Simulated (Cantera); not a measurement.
Feed: 1 mol SiH₄, 0.71 mol CO₂, 2.4 mol N₂, held at 34.0 Pa.

Equilibrium computed with Cantera from the NASA thermochemical tables; the gas is ideal and each condensed phase is pure. Candidate condensed phases: C, C₆H₆, C₇H₈, C₈H₁₈, H₂O, Si, SiC, SiO₂, Si₂N₂O, Si₃N₄; 151 gas species. N₂ is the only nitrogen source here; it is nearly inert below about 1500 K, so the nitride shown seldom forms there in practice. Mutual solubility and eutectic melting of coexisting phases are not modelled. The tables hold silica as quartz up to 1696 K and as liquid above; real silica turns to tridymite and cristobalite and melts near 1996 K. Rates play no part.

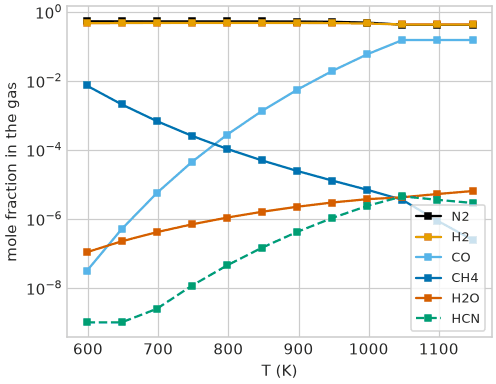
*Equilibrium gas composition (values under 1e-9 drawn at 1e-9)*

From 598 K to 798 K the condensed part is C(graphite) + SiO₂(α-quartz) + Si₂N₂O(s). From 848 K to 998 K the condensed part is C(graphite) + SiO₂(β-quartz) + Si₂N₂O(s). From 1048 K to 1148 K the condensed part is SiO₂(β-quartz) + Si₂N₂O(s).
